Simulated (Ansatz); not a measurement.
# Pb-Ca mixtures: scan of ordered alloys across composition in Python

A script is to give a scan of ordered alloys across composition; the system is Pb-Ca mixtures.

All numbers are computed with Ansatz 0.2.0 through its Python package. Level of theory: DFT r2SCAN, plane waves, PAW.

**1. The structure**

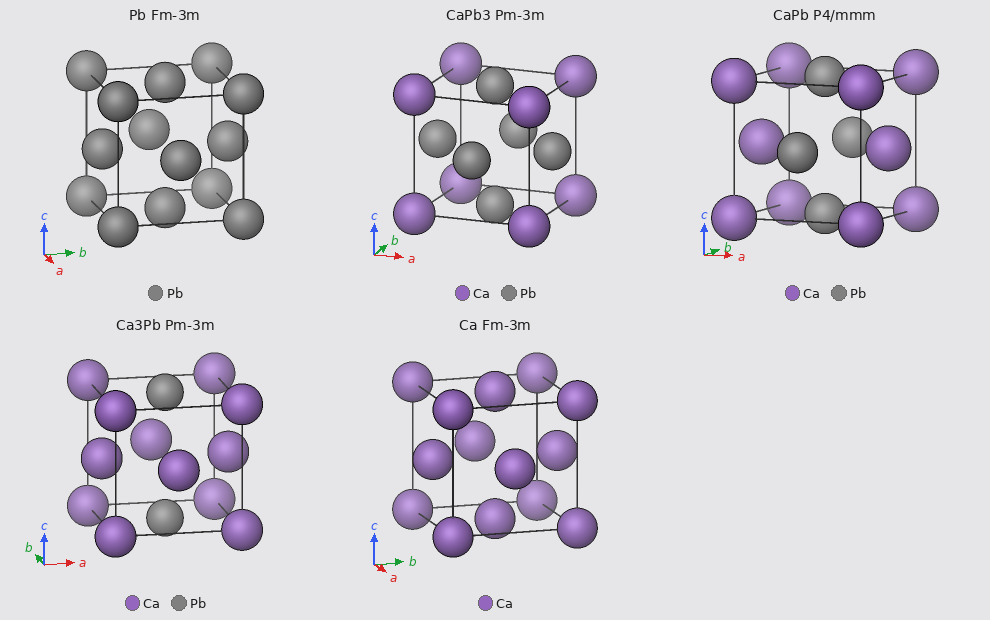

The starting structures, one conventional cell each, each at its own scale.

No structure file is read: the coordinates are typed or built in the script.

**2. The script**

run_alloy.py

```python
from collections import Counter
import warnings

import ansatz
import numpy as np


def fcc(a_site, a):
    return (
        ansatz.Lattice.fcc(a)
        .space_group(225)
        .atom(a_site, [0, 0, 0])
        .primitive()
    )

A_FIRST, A_LAST = 4.95, 5.59


def ground_state(name, crystal):
    calc = crystal.calculation()
    calc = calc.functional("r2scan").basis(550)
    calc = calc.kpoints(spacing=0.3)
    calc = calc.occupations("cold", width=0.05)
    calc = calc.band_table()
    calc = calc.relax(force_tolerance=0.03, fix_cell=["shape"])
    return calc.run()


def volume_per_atom(outcome):
    return abs(np.linalg.det(outcome.lattice.cell_ang)) / len(outcome.lattice.sites)


def counts(outcome):
    return Counter(site.symbol for site in outcome.lattice.sites)

warnings.simplefilter("ignore", ansatz.DeckWarning)

phases = {}
for k in range(4 + 1):
    a = A_FIRST + (A_LAST - A_FIRST) * k / 4
    cell = fcc("Pb", a).conventional().resolved()
    sites = [site.position for site in cell.sites if site.symbol == "Pb"]
    for position in sites[:k]:
        cell = cell.substitution("Ca", at=position, replaces="Pb")
    phases[f"Pb{4 - k}Ca{k}"] = cell.resolved()

done = {name: ground_state(name, crystal) for name, crystal in phases.items()}

# x is the share of the second element on the mixed sites; both end members stand on this same lattice
x = {name: counts(o)["Ca"] / (counts(o)["Pb"] + counts(o)["Ca"]) for name, o in done.items()}
first, last = min(x, key=x.get), max(x, key=x.get)
energy = {name: o.report["energy_sigma0_ev"] / len(o.lattice.sites) for name, o in done.items()}
volume = {name: volume_per_atom(o) for name, o in done.items()}
rows = []
for name in sorted(done, key=x.get):
    line = lambda table: (1 - x[name]) * table[first] + x[name] * table[last]
    rows.append((name, x[name], 1000 * (energy[name] - line(energy)), volume[name], 100 * (volume[name] / line(volume) - 1)))
print("      cell       x(Ca)  E_mix (meV/atom)  V (A^3/atom)  excess V (%)")
for row in rows:
    print(f"{str(row[0]):>10}  {row[1]:10.3f}  {row[2]:+16.1f}  {row[3]:12.3f}  {row[4]:+12.2f}")
# a fit of these few cells to Omega x(1 - x); small periodic cells, not a random solution
shape = np.array([row[1] * (1 - row[1]) for row in rows])
print("Omega =", round(float(shape @ [row[2] for row in rows] / (shape @ shape)), 1), "meV/atom")
```

**3. What the engine is handed**

The engine receives this input (first run):

```yaml
crystal:
  lattice:
    - [4.95, 0.0, 0.0]
    - [3.0310008278896993e-16, 4.95, 0.0]
    - [3.0310008278896993e-16, 3.0310008278896993e-16, 4.95]
  atoms:
    - { symbol: Pb, position: [0.0, 0.0, 0.0] }
    - { symbol: Pb, position: [0.0, 0.5, 0.5] }
    - { symbol: Pb, position: [0.5, 0.0, 0.5] }
    - { symbol: Pb, position: [0.5, 0.5, 0.0] }
basis:
  ecutwfc: 550.0
kpoints:
  mp_grid:
    kspacing: 0.3
hamiltonian:
  xc: r2scan
scf:
  occupations:
    method: cold
    width: 0.05
relax:
  f_tol: 0.03
  cell:
    fix: [shape]
output:
  eigenvalues: true
```

**4. Launch**

On the command line:

```console
> python run_alloy.py
```

Standard output:

```text
      cell       x(Ca)  E_mix (meV/atom)  V (A^3/atom)  excess V (%)
    Pb4Ca0       0.000              +0.0        31.610         +0.00
    Pb3Ca1       0.250            -366.5        29.905        -13.69
    Pb2Ca2       0.500            -624.3        28.990        -23.08
    Pb1Ca3       0.750            -475.8        31.959        -21.53
    Pb0Ca4       1.000              +0.0        43.769         +0.00
Omega = -2364.2 meV/atom
```

Wall time 4.6 min (1 thread of Arm Neoverse V1, shared host); peak memory 0.93 GiB.

**5. The runs side by side**

From the records of these 5 runs:

| run | system | space group at the end | energy (eV/atom) | from the elements (meV/atom) | final volume (Å³/atom) | pressure (GPa) | SCF cycles in all | CPU time (s) |
| --- | --- | --- | --- | --- | --- | --- | --- | --- |
| 1 | Pb (4 atoms) | Fm-3m | -11920.8371 | 0.0 | 31.61 | -0.04 | 20 | 37 |
| 2 | CaPb3 (4 atoms) | Pm-3m | -9396.4138 | -366.5 | 29.90 | 0.00 | 28 | 45 |
| 3 | CaPb (4 atoms) | P4/mmm | -6871.8818 | -624.3 | 28.99 | -0.02 | 39 | 100 |
| 4 | Ca3Pb (4 atoms) | Pm-3m | -4346.9435 | -475.8 | 31.96 | -0.01 | 41 | 64 |
| 5 | Ca (4 atoms) | Fm-3m | -1821.6779 | 0.0 | 43.77 | 0.04 | 15 | 28 |

Energies are extrapolated to zero smearing width, as in the script. Totals carry meaning only in balanced differences at one level of theory.

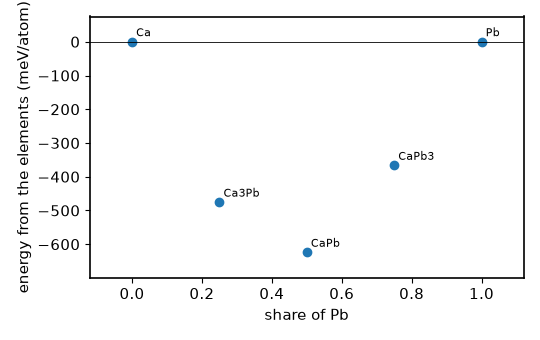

Energy from the elements against composition.

**6. The relaxation of run 1, step by step**

Step by step:

| step | energy from step 1 (eV/cell) | largest force component (eV/Å) | pressure (GPa) | volume (Å³) |
| --- | --- | --- | --- | --- |
| 1 | 0.0000 | 0.0000 | 2.01 | 121.29 |
| 2 | -0.0277 | 0.0000 | -0.54 | 127.90 |
| 3 | -0.0304 | 0.0000 | -0.04 | 126.44 |
| 4 | -0.0305 | 0.0000 | -0.04 | 126.44 |

Step 1 is the start. Step 4 repeats the geometry before it on a plane-wave basis chosen anew for that cell, so its energy need not be comparable with the rows above.

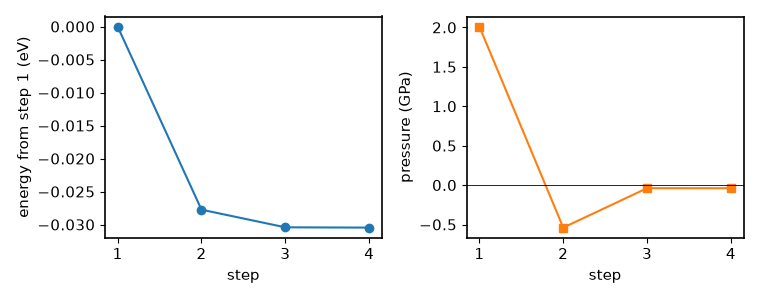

Energy and pressure along the relaxation.

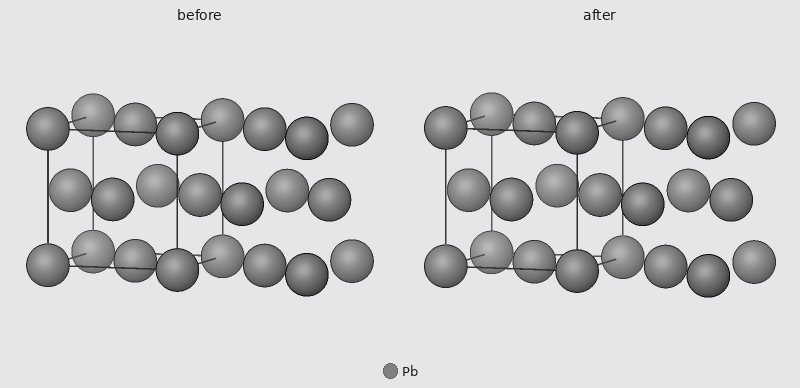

The structure before (left) and after (right) the relaxation, drawn at the same scale. The change is too small to see at this scale.

|  | before | after | change |
| --- | --- | --- | --- |
| a (Å) | 4.950 | 5.019 | +1.4 % |
| b (Å) | 4.950 | 5.019 | +1.4 % |
| c (Å) | 4.950 | 5.019 | +1.4 % |
| volume (Å³/atom) | 30.32 | 31.61 | +4.2 % |
| shortest distance (Å) | 3.500 | 3.549 | +1.4 % |
| space group (0.01 Å) | Fm-3m | Fm-3m | same |

Forces and stress were held to the start's 192 operations: a distortion of lower symmetry was not tested.

**7. The relaxation of run 3, step by step**

Relaxation path:

| step | energy from step 1 (eV/cell) | largest force component (eV/Å) | pressure (GPa) | volume (Å³) |
| --- | --- | --- | --- | --- |
| 1 | 0.0000 | 0.0000 | -4.93 | 146.36 |
| 2 | -0.5128 | 0.0000 | -2.98 | 126.85 |
| 3 | -0.5540 | 0.0000 | 3.18 | 108.37 |
| 4 | -0.6224 | 0.0000 | -0.44 | 117.20 |
| 5 | -0.6242 | 0.0000 | -0.02 | 115.96 |
| 6 | -0.6232 | 0.0000 | -0.02 | 115.96 |

Step 1 is the start. Step 6 repeats the geometry before it on a plane-wave basis chosen anew for that cell, so its energy need not be comparable with the rows above.

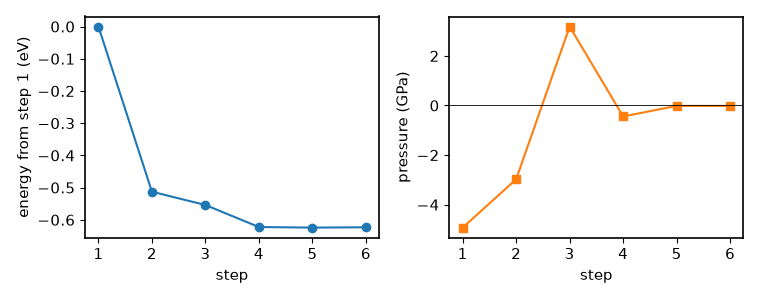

Energy and pressure along the relaxation.

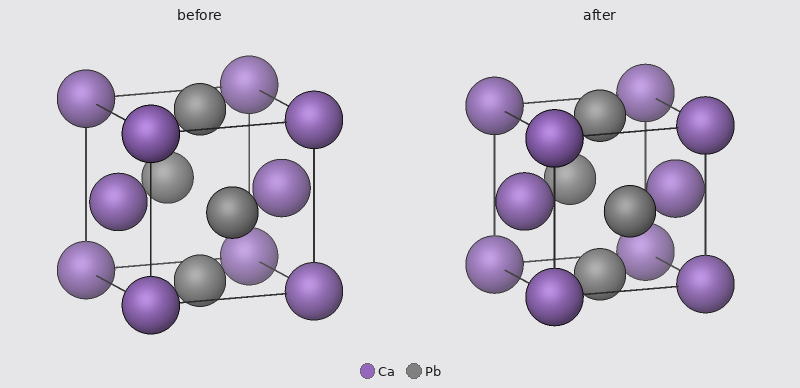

Before and after, at one scale.

|  | before | after | change |
| --- | --- | --- | --- |
| a (Å) | 5.270 | 4.876 | -7.5 % |
| b (Å) | 5.270 | 4.876 | -7.5 % |
| c (Å) | 5.270 | 4.876 | -7.5 % |
| volume (Å³/atom) | 36.59 | 28.99 | -20.8 % |
| shortest distance (Å) | 3.726 | 3.448 | -7.5 % |
| space group (0.01 Å) | P4/mmm | P4/mmm | same |

Forces and stress were held to the start's 32 operations: a distortion of lower symmetry was not tested.

**8. Results**

```
                                 quantity          value
                            runs compared              5
energy of CaPb3 (run 2) from the elements  -367 meV/atom
 energy of CaPb (run 3) from the elements  -624 meV/atom
energy of Ca3Pb (run 4) from the elements  -476 meV/atom
```

Mixing energies: -476 meV an atom at x(Pb) = 0.25 (volume -21.5 % off the straight line), -624 meV an atom at x(Pb) = 0.50 (volume -23.1 % off the straight line) and -367 meV an atom at x(Pb) = 0.75 (volume -13.7 % off the straight line). All are negative, so these cells are favoured over the separated end members on this lattice. In run 1, the volume grew by 4.2 % over 2 moves, and the space group stayed Fm-3m. In run 3, over 4 moves the cell shrank by 20.8 % in volume, and the space group stayed P4/mmm. For the metals among these cells the mesh is coarse, so their volumes and pressures are rough. Atoms and volume are relaxed with the cell's shape held, which in cells of lower than cubic symmetry can hide stresses and shift volumes. Spin-orbit coupling, which matters for elements this heavy, is left out. These are small ordered cells, with both end members on the same lattice, which need not be their own; they aren't random solutions. Differences under about 40 meV an atom lie within the error of mesh and functional. The cells are prototypes set up for this calculation and needn't exist.
